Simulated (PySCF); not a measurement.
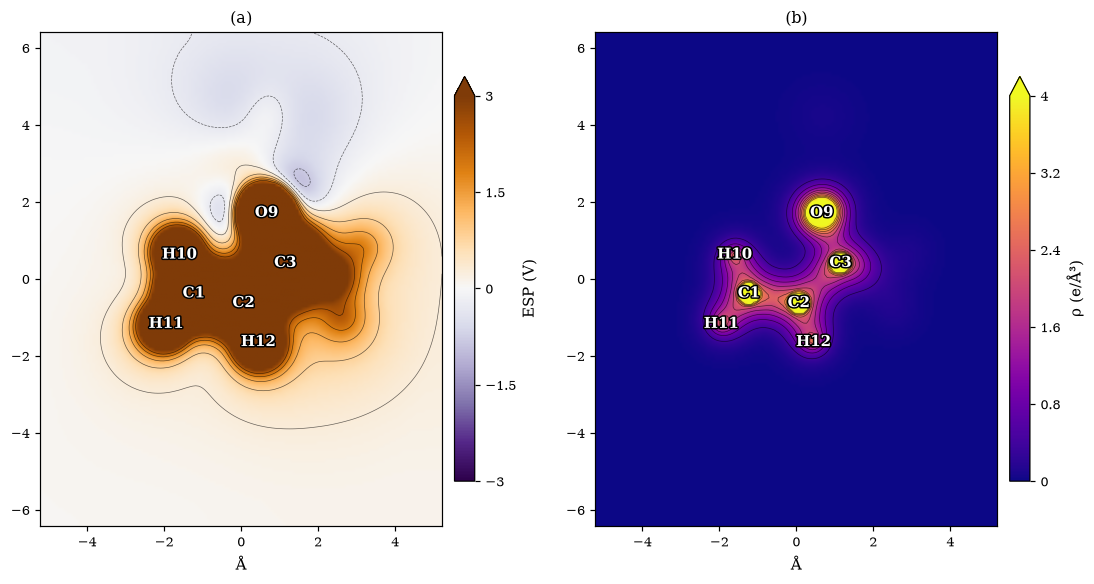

Figure. C₅H₉ClO₂Si. (a) molecular electrostatic potential; (b) total electron density on the plane of atoms C1, C2 and H12.

Geometry: GFN2-xTB.

Computed with PySCF, PBE0/pcSseg-1, SCF density, gas phase, non-relativistic.

```yaml
atoms:
  - { symbol: C, position_ang: [-2.3059, -0.0292, -1.0487] }
  - { symbol: C, position_ang: [-1.8304, 0.2625, 0.1459] }
  - { symbol: C, position_ang: [-0.6955, -0.4520, 0.8230] }
  - { symbol: C, position_ang: [0.2888, 0.5504, 1.4535] }
  - { symbol: O, position_ang: [0.9338, 1.3592, 0.5097] }
  - { symbol: C, position_ang: [1.9566, 0.6725, -0.2124] }
  - { symbol: Si, position_ang: [1.1553, -0.8394, -1.0614] }
  - { symbol: Cl, position_ang: [2.3678, -2.4228, -1.2096] }
  - { symbol: O, position_ang: [-0.0063, -1.3259, -0.0385] }
  - { symbol: H, position_ang: [-1.9006, -0.8345, -1.6372] }
  - { symbol: H, position_ang: [-3.1248, 0.5201, -1.4793] }
  - { symbol: H, position_ang: [-2.2552, 1.0605, 0.7381] }
  - { symbol: H, position_ang: [-1.1031, -1.0779, 1.6312] }
  - { symbol: H, position_ang: [1.0305, -0.0117, 2.0416] }
  - { symbol: H, position_ang: [-0.2550, 1.2279, 2.1158] }
  - { symbol: H, position_ang: [2.3561, 1.4128, -0.9038] }
  - { symbol: H, position_ang: [2.7628, 0.3982, 0.4846] }
  - { symbol: H, position_ang: [0.6165, -0.4643, -2.3639] }
```

> Read the bonding off the picture.

The plane passes through C, O and H nuclei.
C–C (1.32 Å): ρ at the midpoint is about 2.3 e/Å³.
C–O (1.41 Å): ρ at the midpoint is about 2 e/Å³, with its minimum of 1.7 e/Å³ about 0.5 Å from C.
C–H (1.08 Å): ρ is about 2 e/Å³ halfway.
C–C (1.50 Å): ρ is about 1.7 e/Å³ halfway.
Outside the dense part of the molecule the potential is most negative (−0.9 V) near O9.
